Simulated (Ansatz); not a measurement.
**BN: pressure series**

Start from BN in the h-BN type structure (space group P6_3/mmc, No. 194; layered, stacked along the Cartesian z axis).

```yaml
crystal:
  lattice:
    - [2.50580, 0.00000, 0.00000]
    - [-1.25290, 2.17009, 0.00000]
    - [0.00000, 0.00000, 6.61621]
  atoms:
    - { symbol: B, position: [0.33333, 0.66667, 0.25000] }
    - { symbol: B, position: [0.66667, 0.33333, 0.75000] }
    - { symbol: N, position: [0.33333, 0.66667, 0.75000] }
    - { symbol: N, position: [0.66667, 0.33333, 0.25000] }
```

Cell and atoms are relaxed at each pressure.

Levels (all Ansatz, a quantum-chemistry and plane-wave program, PAW, earlier PAW set): PBE-D3(BJ) (420 eV, spin-orbit coupling left out); r2SCAN+rVV10 (500 eV, scalar-relativistic without spin-orbit coupling).

The base cell above is that of PBE-D3(BJ); each level relaxes its own structures.

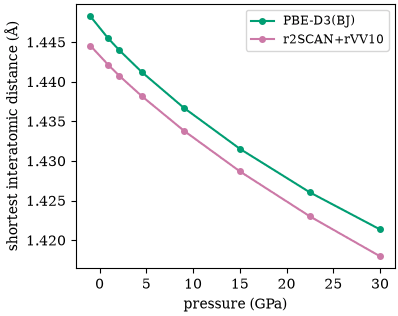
Fig. 1. Shortest interatomic distance under two levels

**Question.** How do the two levels compare along the series?

**Answer.** PBE-D3(BJ) lies above r2SCAN+rVV10 in every row, by 0.003 Å to 0.004 Å. They put the cases in the same order.

From pressure 22.5 GPa on, the axis ratios lie over 15 % from the base's, so the cell there is far from its starting form. Load acts through the strain it causes; cell and atoms are relaxed under it. Stability against distortions was not tested. Competing high-pressure phases were not computed.
